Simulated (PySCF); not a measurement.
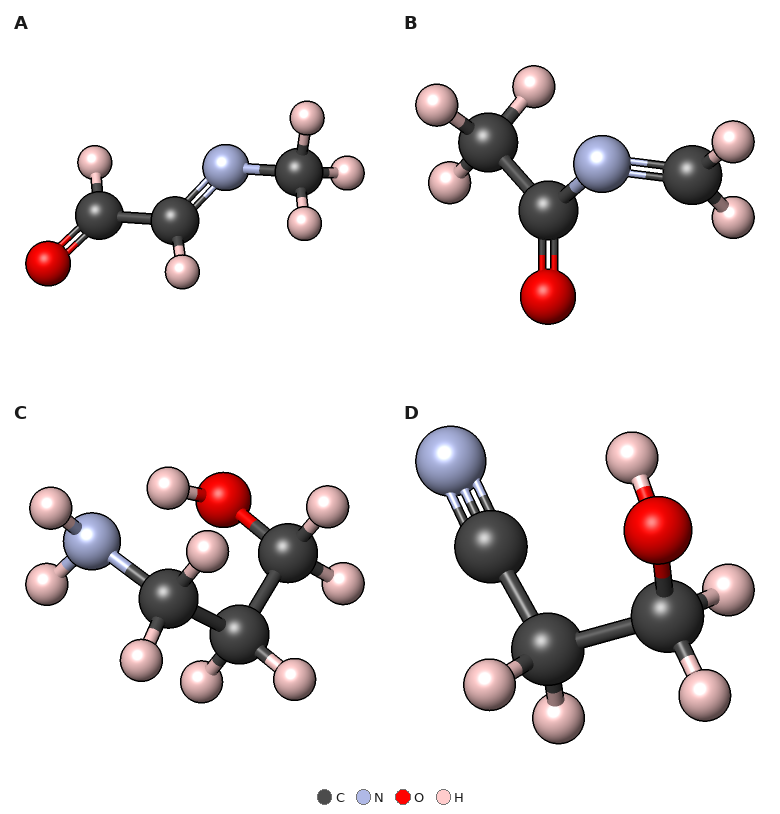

Simulated data, not a measurement (program: PySCF).

Question: Which panel belongs to which SMILES?
(1) C/N=C/C=O
(2) N#CCCO
(3) NCCCO
(4) C=NC(C)=O

Answer: A is (1), B is (4), C is (3), D is (2).
